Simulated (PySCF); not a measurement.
**C4H4F2O, SMILES `C/C(F)=C/C(=O)F`: what the electrons do**

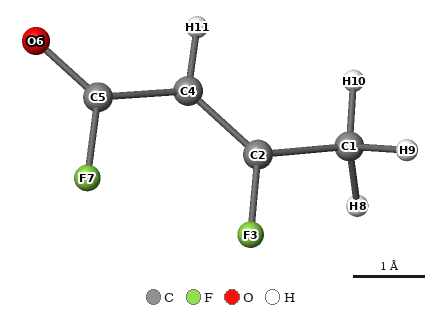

The molecule, with its atoms numbered as below. No frequency check shows the geometry to be a minimum.

Geometry (Å), atoms numbered from 1:

```
C1       2.4882    0.6573   -0.0004
C2       1.1216    0.0809   -0.0001
F3       1.1275   -1.2523    0.0018
C4      -0.0251    0.7722   -0.0011
C5      -1.3764    0.2341   -0.0002
O6      -2.3948    0.8421    0.0019
F7      -1.4192   -1.1258   -0.0019
H8       3.0303    0.3038   -0.8775
H9       3.0302    0.3049    0.8775
H10      2.4574    1.7410   -0.0011
H11      0.0163    1.8496   -0.0021
```

### 1. Bonding charge

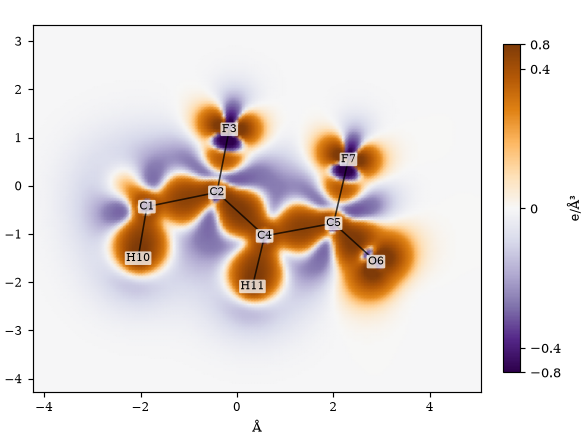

Deformation density (molecule less spherical, spin-averaged free atoms) in a plane through 9 of the atoms; colour scale in e/Å³, logarithmic beyond ±0.1; orange: gain, purple: loss.

Level of theory: B3LYP/def2-TZVP (PySCF), at a geometry from GFN2-xTB.

**How much density has each bond in this plane gained at its critical point, relative to the free atoms?**

C5–O6: +0.80 e/Å³ at the bond critical point (bond length 1.19 Å, Mayer order 2.1). C2–C4: +0.79 e/Å³ at the bond critical point (bond length 1.34 Å, Mayer order 1.7). C4–H11: +0.77 e/Å³ at the bond critical point (bond length 1.08 Å, Mayer order 0.9). C1–H10: +0.73 e/Å³ at the bond critical point (bond length 1.08 Å, Mayer order 1.0). C4–C5: +0.62 e/Å³ at the bond critical point (bond length 1.45 Å, Mayer order 1.1). C1–C2: +0.57 e/Å³ at the bond critical point (bond length 1.48 Å, Mayer order 1.0). C5–F7: +0.06 e/Å³ at the bond critical point (bond length 1.36 Å, Mayer order 1.1); up to 0.6 Å beside the axis the gain reaches +0.30 e/Å³. C2–F3: +0.03 e/Å³ at the bond critical point (bond length 1.33 Å, Mayer order 1.1); up to 0.6 Å beside the axis the gain reaches +0.31 e/Å³. In all, 2.6 electrons gather in the regions of gain relative to the promolecule. A small or negative value marks a very polar bond, one between electron-rich atoms, whose free-atom densities already overlap strongly, a long bond to a heavier atom, or a closed-shell contact such as a hydrogen bond.

### 2. Local ionisation energy

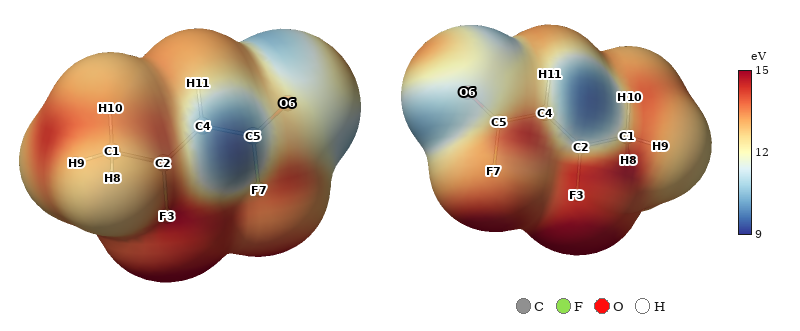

Average local ionisation energy on the surface of electron density 0.001 a.u. (back view left, front view right).

**Locate the minima of the map.**

The lowest value is 9.5 eV, over C4, off the plane of its three bonds (2.1 Å), and at like points elsewhere. Further minima include 10.2 eV, 1.8 Å from O6; 10.5 eV, 1.8 Å from O6; 12.5 eV, 1.4 Å from H8, and at like points elsewhere. For comparison, the highest occupied orbital lies at −8.1 eV.

**What volume does the surface enclose, and what is the dipole moment?**

About 116 Å³; the dipole moment is 4.9 D.

### 3. Excited states

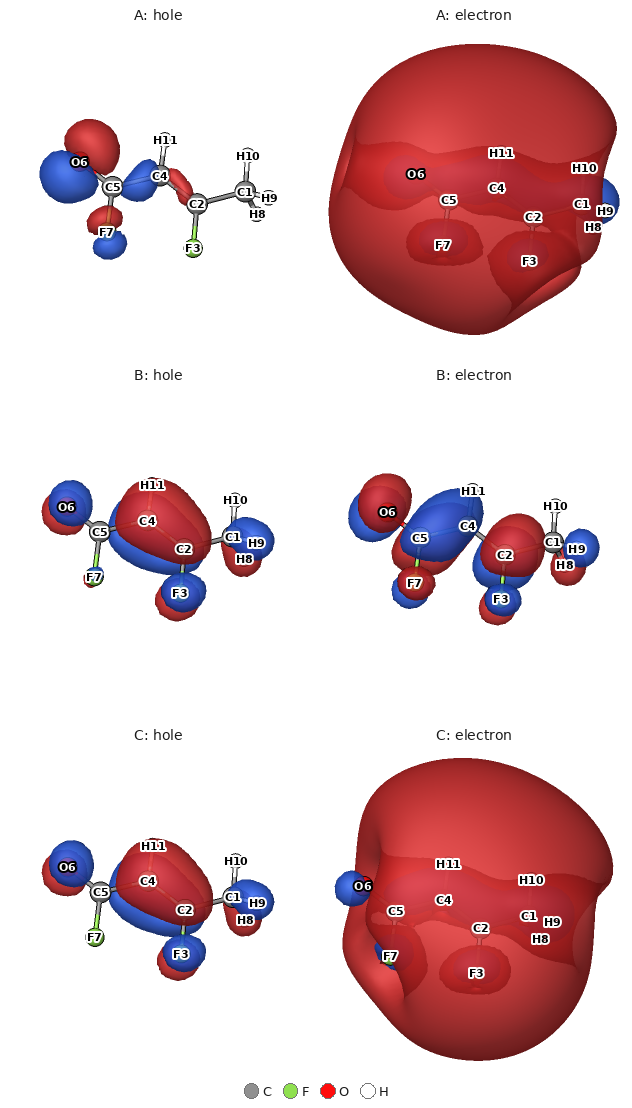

Leading natural transition orbital pairs of 3 excited states (TDA singlet states).

Level of theory: CAM-B3LYP/6-31+G* (PySCF), at a geometry from GFN2-xTB.

```csv
state,energy (eV),f
S₂,6.70,0.754
S₃,7.24,0.015
S₅,8.35,0.009
```

**Which pair belongs to which state?**

A is S₅ (partly diffuse acceptor orbital): hole on O6 (62 %) and F7 (17 %), electron on C5 (27 %) and C4 (19 %). B is S₂ (π → π*): hole on C4 (37 %) and C2 (22 %), electron on C5 (26 %) and C2 (23 %). C is S₃ (π → diffuse (Rydberg-like) orbital): hole on C4 (39 %) and C2 (24 %), electron on C4 (19 %) and C2 (16 %).

### 4. Removing or adding an electron

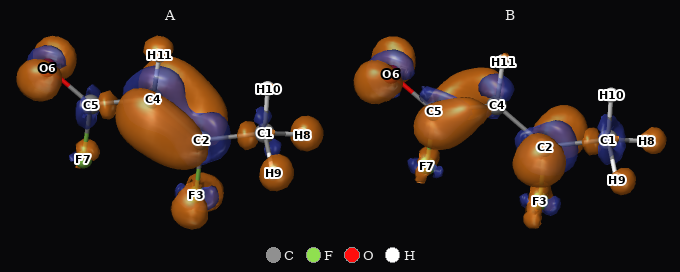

The two Fukui functions at ±0.04 e/Å³ (orange positive, blue negative).

Computed with PySCF, ωB97X/def2-SVPD, geometry: GFN2-xTB.

**Which panel is f⁻ (electron removed) and which f⁺ (electron added)?**

A is f⁻, B is f⁺. f⁻ (Hirshfeld-condensed) is largest on C4 (0.23), C2 (0.15) and O6 (0.15); the vertical ionisation energy is 10.65 eV (the stability of the cation's solution wasn't checked). f⁺ (Hirshfeld-condensed) is largest on O6 (0.19), C2 (0.16) and C5 (0.15); the vertical electron affinity is −0.17 eV (the stability of the anion's solution wasn't checked; negative: at this level and geometry the extra electron isn't bound, and the finite basis holds it).

**What chemical potential and hardness follow from the two energies?**

μ = −(I + A)/2 = −5.24 eV and η = I − A = 10.82 eV.

The PySCF runs shown took 62 s, 8.6 min and 3.8 min on 1 thread of Arm Neoverse V1, with other jobs on the host.
